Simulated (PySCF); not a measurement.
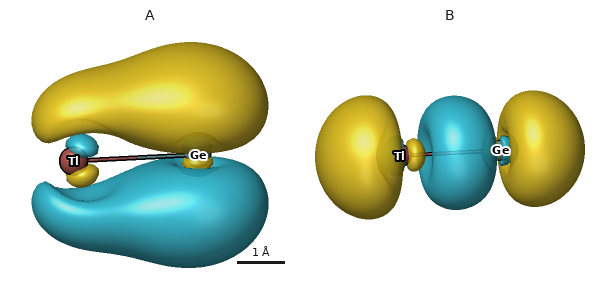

Figure 1: TlGe (quartet). Two frontier α-spin orbitals, each drawn at the value that holds 80 % of its norm (yellow and cyan are the two phases), in no order; of a degenerate pair one member is drawn.

Core potentials replace the inner electrons of Tl.

Computed with PySCF 2.14.0, PBE0/def2-SVP, non-relativistic Hamiltonian with scalar-relativistic core potentials where named, at a bond length of 2.739 Å.

> Name the orbitals and rank them from lowest to highest energy.

Orbital B: σ, occupied in this spin, −5.38 eV; shared between the atoms (Tl 45 %, Ge 55 %).
Orbital A: π, occupied in this spin, −5.18 eV; mainly on Ge (75 %).
